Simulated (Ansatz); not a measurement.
System CaI4 (space group P4/mmm, No. 123); source of the atomic positions: the end point of a relaxation with Ansatz, DFT PBE, scalar-relativistic, plane waves, PAW; the starting structure was generated, so it need not be a known form of this composition.

```
Ca I
1.0
     5.09120    0.00000    0.00000
     0.00000    5.09120    0.00000
     0.00000    0.00000    9.18060
Ca I
1 4
Direct
  0.00000 0.00000 0.00000
  0.50000 0.00000 0.22557
  0.00000 0.50000 0.77443
  0.50000 0.00000 0.77443
  0.00000 0.50000 0.22557
```

Describe how the polyhedra about Ca are linked (bonds: Ca–I below 3.7 Å).

Ca: CaI8 cube, sharing edges with four neighbours.

They form layers of edge-sharing cubes parallel to (001).

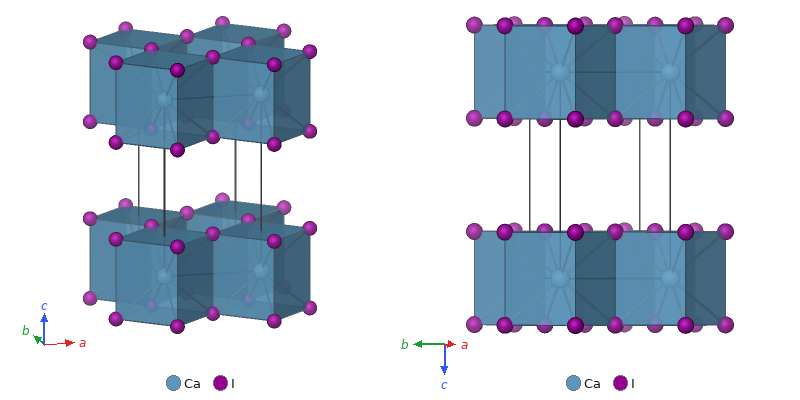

Polyhedra are drawn about Ca (bonds: Ca–I below 3.7 Å); other atoms are plain spheres. Two views of the same piece.
